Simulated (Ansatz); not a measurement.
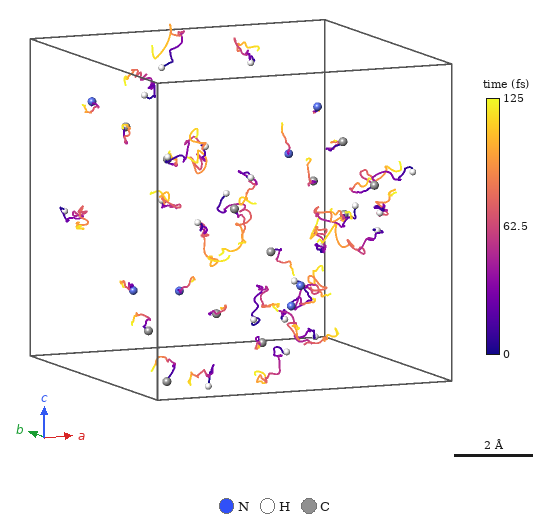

Molecular dynamics of a periodic cell with 1 NH3 + 6 CH3CN at 0.78 g/cm³, 125 fs long. Lines trace each atom's path, coloured by time; spheres stand at the starting positions. Seen slightly off an axis in the simulation cell.

Theory: DFT PBE, scalar-relativistic, plane waves, PAW in Ansatz. Settings: plane-wave cutoff 420 eV; k-point mesh 1 × 1 × 1; Fermi-Dirac smearing 0.02 eV; low-accuracy preset; Langevin thermostat (NVT); set temperature 1000 K; time step 0.5 fs; friction 0.02 per fs.

How do the atoms move?

In the second half of the run the atoms are, in the root-mean-square, this far from where they began (common drift taken out): H 0.96 Å, C 0.61 Å, N 0.54 Å. The heavy atoms stay within a fraction of a molecule's size of their starting places; so short a run doesn't tell a liquid from a solid.

Limits of the set-up: the program's low-accuracy preset was used; the periodic images lie only 8.2 Å apart, so the values are limited by the cell's size.
